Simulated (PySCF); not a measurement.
Bond stretch in SMILES P. The P1–H4 bond (P1 also carries H, H; H4 carries nothing else) is stretched with both fragments frozen at the PBE0/def2-TZVP optimised geometry.

Levels: UKS-wB97X-V = unrestricted wB97X-V/6-31G in PySCF; RKS-CAM-B3LYP = restricted CAM-B3LYP/6-31G (PySCF); UKS-CAM-B3LYP = unrestricted CAM-B3LYP/6-31G run with PySCF.

Magnitude of the dipole moment (D; its direction can reverse along the curve, and a method can change to another solution) and Mulliken charge of the fragment that holds P1:

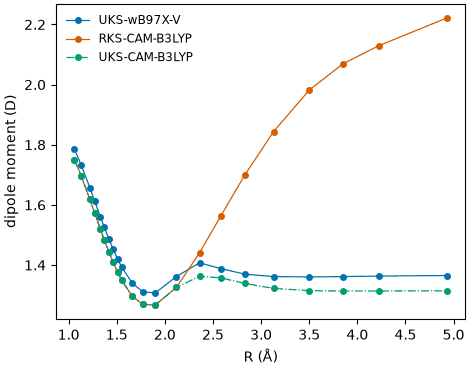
Fig. 1. Dipole moment against bond length.

| R / Å | μ UKS-wB97X-V | q UKS-wB97X-V | μ RKS-CAM-B3LYP | q RKS-CAM-B3LYP | μ UKS-CAM-B3LYP | q UKS-CAM-B3LYP |
|---|---|---|---|---|---|---|
| 1.06 | 1.79 | -0.04 | 1.75 | -0.04 | 1.75 | -0.04 |
| 1.13 | 1.73 | -0.01 | 1.70 | -0.02 | 1.70 | -0.02 |
| 1.22 | 1.66 | 0.00 | 1.62 | 0.00 | 1.62 | 0.00 |
| 1.27 | 1.61 | 0.01 | 1.57 | 0.01 | 1.57 | 0.01 |
| 1.33 | 1.56 | 0.01 | 1.52 | 0.01 | 1.52 | 0.01 |
| 1.37 | 1.53 | 0.01 | 1.48 | 0.01 | 1.48 | 0.01 |
| 1.42 | 1.49 | 0.01 | 1.44 | 0.01 | 1.44 | 0.01 |
| 1.46 | 1.45 | 0.01 | 1.41 | 0.01 | 1.41 | 0.01 |
| 1.51 | 1.42 | 0.01 | 1.38 | 0.01 | 1.38 | 0.01 |
| 1.55 | 1.39 | 0.00 | 1.35 | 0.01 | 1.35 | 0.01 |
| 1.66 | 1.34 | 0.00 | 1.30 | 0.00 | 1.30 | 0.00 |
| 1.77 | 1.31 | 0.00 | 1.27 | 0.00 | 1.27 | 0.00 |
| 1.90 | 1.31 | 0.00 | 1.27 | 0.00 | 1.27 | 0.00 |
| 2.12 | 1.36 | 0.01 | 1.33 | 0.01 | 1.33 | 0.01 |
| 2.36 | 1.41 | 0.01 | 1.44 | 0.02 | 1.36 | 0.01 |
| 2.58 | 1.39 | 0.00 | 1.56 | 0.03 | 1.36 | 0.01 |
| 2.83 | 1.37 | -0.01 | 1.70 | 0.04 | 1.34 | 0.00 |
| 3.13 | 1.36 | -0.01 | 1.84 | 0.05 | 1.32 | 0.00 |
| 3.50 | 1.36 | -0.01 | 1.98 | 0.06 | 1.31 | 0.00 |
| 3.85 | 1.36 | 0.00 | 2.07 | 0.06 | 1.31 | 0.00 |
| 4.22 | 1.36 | 0.00 | 2.13 | 0.07 | 1.31 | 0.00 |
| 4.93 | 1.37 | 0.00 | 2.22 | 0.07 | 1.31 | 0.00 |

The unrestricted determinant behind UKS-wB97X-V, UKS-CAM-B3LYP is spin-contaminated at 2.36 to 4.93 Å (<S²> up to 1.0, against 0.00 for a pure singlet). The restricted form behind RKS-CAM-B3LYP keeps the bonding electrons paired and can't separate into open-shell fragments.
